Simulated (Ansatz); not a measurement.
Input file:

```
basis:
  gaussian: {orbitals: def2-TZVPD}
crystal:
  periodic: [false, false, false]
  atoms:
    - {symbol: C, position_ang: [-2.162331, 0.625175, -0.628911]}
    - {symbol: C, position_ang: [-0.919703, 0.557909, -0.333484]}
    - {symbol: C, position_ang: [0.053145, 1.160632, 0.418165]}
    - {symbol: C, position_ang: [-3.453037, 0.604191, -1.007827]}
    - {symbol: N, position_ang: [0.969757, 1.601227, 1.025377]}
    - {symbol: H, position_ang: [-4.202682, 0.038176, -0.444640]}
    - {symbol: H, position_ang: [-3.800916, 1.174077, -1.876008]}
total_charge: -1
hamiltonian: {xc: {name: PBE0}}
output: {forces: true, orbitals: {seedname: orbitals}}
```

Run with:

```sh
ansatz run input.yaml --threads 2 --pin off --max-ram 4350MiB --events-out events.jsonl --progress --plain --runs-dir runs
```

Geometry: r2SCAN-D4/def2-SVPD.

Method: isolated molecule in a Gaussian basis; Kohn-Sham density functional theory, functional PBE0 (Ansatz 0.2.0).

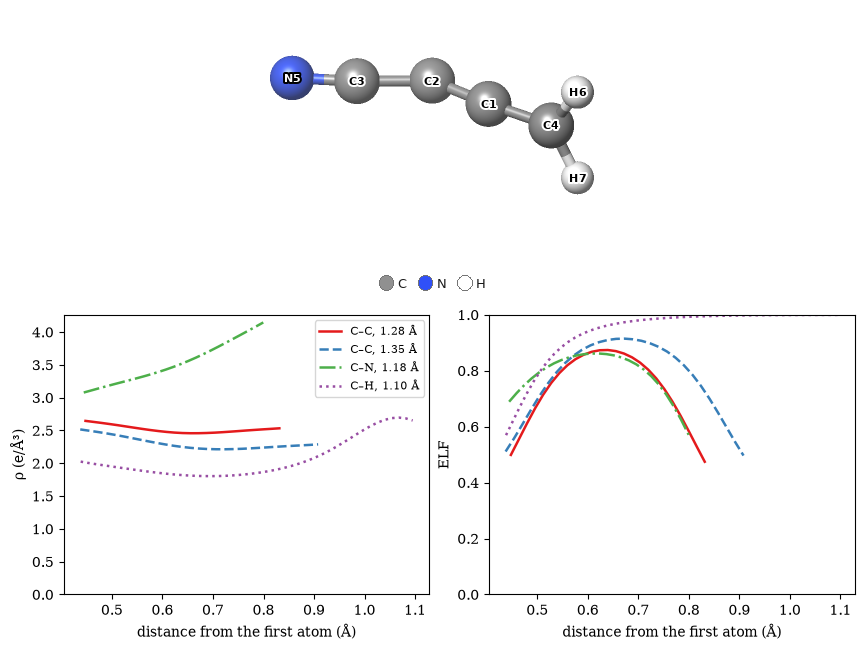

C4H2N (SMILES C=C=C=C=[N-]) (charge −1). Electron density and electron localisation function along straight lines between neighbouring atoms. The curves leave out the atomic cores. The structure is drawn too.

Compare the contacts.

C–C (1.28 Å): the density is about 2.5 e/Å³ at the midpoint; the ELF peaks at about 0.85 between the atoms; a short, multiple covalent bond.
C–C (1.35 Å): ρ at the midpoint is about 2.2 e/Å³; the ELF peaks at about 0.90 between the atoms; localised, covalent bonding.
C–N (1.18 Å): ρ at the midpoint is about 3.4 e/Å³; the ELF peaks at about 0.85 between the atoms: a multiple bond.
C–H (1.10 Å): the density is about 1.9 e/Å³ at the midpoint; the ELF climbs to about 1 towards the hydrogen, as it does in any bond to H (a covalent bond by its length).
